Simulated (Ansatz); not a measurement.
# GeH$_{6}$OSi···H$_{2}$: what the fields show

Input file:

```
crystal:
  periodic: [false, false, false]
  atoms:
    - { symbol: Ge, position_ang: [0.0, 0.0, 0.0] }
    - { symbol: H, position_ang: [0.0, 0.0, 1.9] }
    - { symbol: H, position_ang: [1.4616, 0.0, -0.5162] }
    - { symbol: H, position_ang: [-0.73, 1.2648, -0.5162] }
    - { symbol: H, position_ang: [-0.73, -1.2648, -0.5162] }
    - { symbol: O, position_ang: [-1.9644, 0.0, 0.6527] }
    - { symbol: Si, position_ang: [-3.2043, -0.9102, -0.023] }
    - { symbol: H, position_ang: [-2.7034, -2.2382, -0.3652] }
    - { symbol: H, position_ang: [-4.2964, -1.0354, 0.9379] }
    - { symbol: H, position_ang: [-3.6923, -0.249, -1.2298] }
    - { symbol: H, position_ang: [-0.9937, 0.0, 1.8011] }
basis:
  gaussian: { orbitals: def2-SVP }
hamiltonian:
  xc: pbe0
  dispersion: d4
relax:
  f_tol: 0.15
  max_steps: 25
  restrain:
    - { distance: [0, 5], at: 1.77, k: 30.0 }
    - { distance: [10, 1], at: 0.66, k: 30.0 }
    - { distance: [0, 1], at: 2.75, k: 30.0 }
    - { distance: [10, 5], at: 2.21, k: 30.0 }
output:
  orbitals: {}
```

Launched as:

```sh
ansatz run input.yaml --threads 2 --pin off --max-ram 3072MiB --backend cpu --events-out ev --progress --plain --runs-dir out
```

The fields are those of the run's last geometry, not of the input's.

Not at a stationary point (largest force 1.8 eV/Å).

Computed with RKS PBE0-D4/def2-SVP (Ansatz 0.2.0).

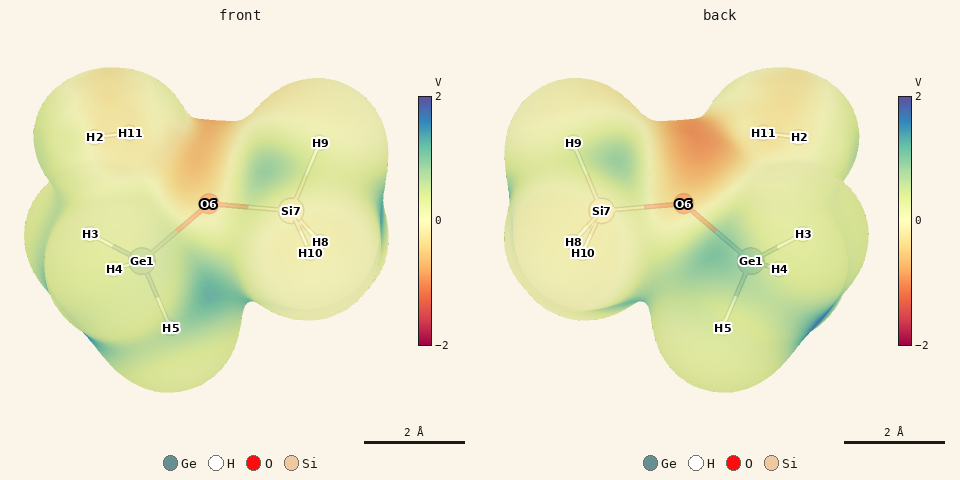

Figure 1. The electrostatic potential painted on the density surface at 0.002 e/bohr³, seen from the front and from behind; the colour scale runs from red (negative) to blue (positive).

Question: Which sites attract a positive test charge, and which a negative one?

Answer: A positive charge is drawn to the negative regions and a negative charge to the positive ones. The most negative region (about −0.9 V) lies over O6, the most positive (about +1.6 V) over Ge1.

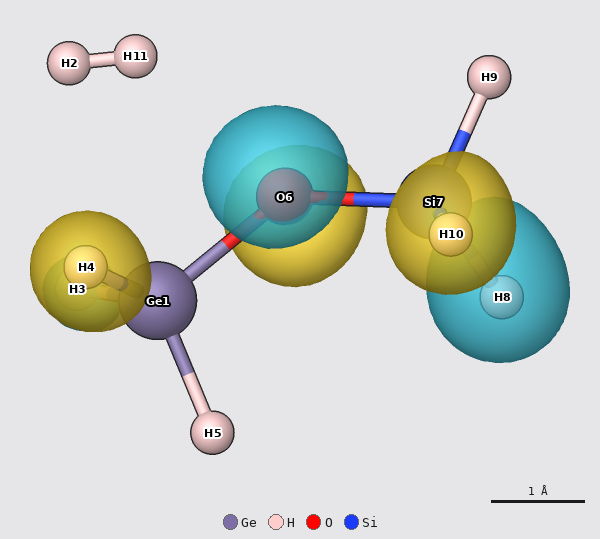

Figure 2. The HOMO at ±0.15 Å⁻³ᐟ² (yellow and cyan are the two phases), seen across its widest extent.

Question: Where does this orbital lie, and at what energy?

Answer: Its weight (Hirshfeld) is mainly on O6 (about 40 %), Si7 (about 15 %), H8 (about 10 %), H10 (about 10 %), Ge1 (about 10 %) and H4 (about 5 %). Its energy is −8.37 eV.

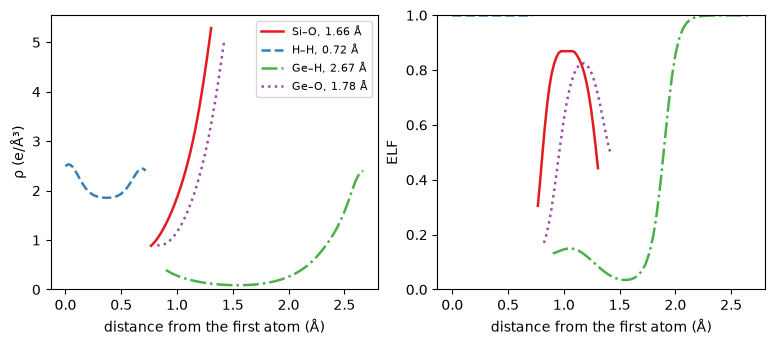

Figure 3. Electron density and electron localisation function along straight lines between neighbouring atoms. The curves leave out the atomic cores.

Question: What can be read from the curves?

Answer: Si–O (1.66 Å): ρ is about 1 e/Å³ halfway; the ELF peaks at about 0.85 between the atoms; a polar covalent bond.
H–H (0.72 Å): the density is about 1.9 e/Å³ at the midpoint; the ELF is about 1 at the midpoint: a covalent bond by its length.
Ge1···H11 (2.67 Å): the density falls to about 0.09 e/Å³ on the way; the ELF dips to about 0.05 between them.
Ge–O (1.78 Å): ρ is about 0.92 e/Å³ halfway; the ELF peaks at about 0.80 in the valence shell of O, 0.6 Å from its nucleus, and is about 0.30 at the midpoint.
